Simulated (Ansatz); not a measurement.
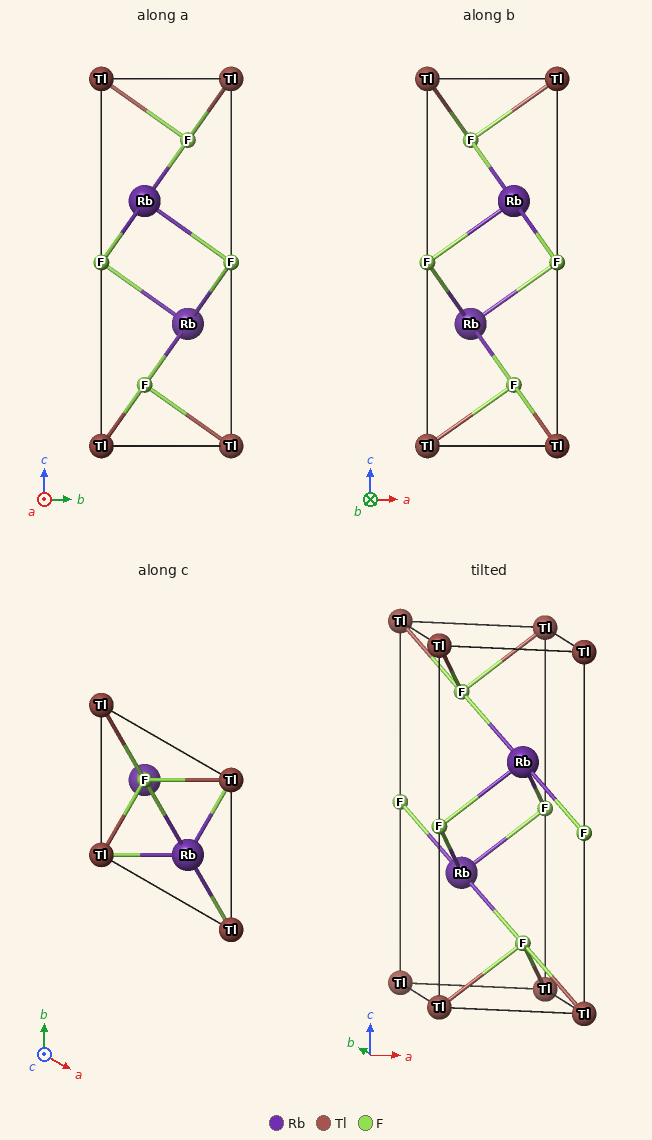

An orthographic ball-and-stick view of the structure, along the a axis, along the b axis, along the c axis and slightly off an axis. The parallelepiped is the conventional unit cell.

Lattice parameters: a = 4.0489 Å, b = 4.0489 Å, c = 9.9212 Å, α = 90.000°, β = 90.000°, γ = 120.000°.

Record the structure as a CIF with its space group and independent sites.

Answer.
```cif
data_structure
_symmetry_space_group_name_H-M 'P -3 m 1'
_symmetry_Int_Tables_number 164
_cell_length_a 4.0489
_cell_length_b 4.0489
_cell_length_c 9.9212
_cell_angle_alpha 90.000
_cell_angle_beta 90.000
_cell_angle_gamma 120.000
_cell_volume 140.85
loop_
_atom_site_label
_atom_site_type_symbol
_atom_site_symmetry_multiplicity
_atom_site_Wyckoff_symbol
_atom_site_fract_x
_atom_site_fract_y
_atom_site_fract_z
_atom_site_occupancy
Rb1 Rb 2 d 0.3333 0.6667 0.3327 1
Tl1 Tl 1 a 0.0000 0.0000 0.0000 1
F1 F 2 d 0.3333 0.6667 0.8335 1
F2 F 1 b 0.0000 0.0000 0.5000 1
```

Origin of the cell: a structure type filled with these elements by a generator (whether the compound takes this form wasn't checked). A relaxation with DFT PBE, scalar-relativistic, plane waves, PAW in Ansatz gave the geometry drawn.
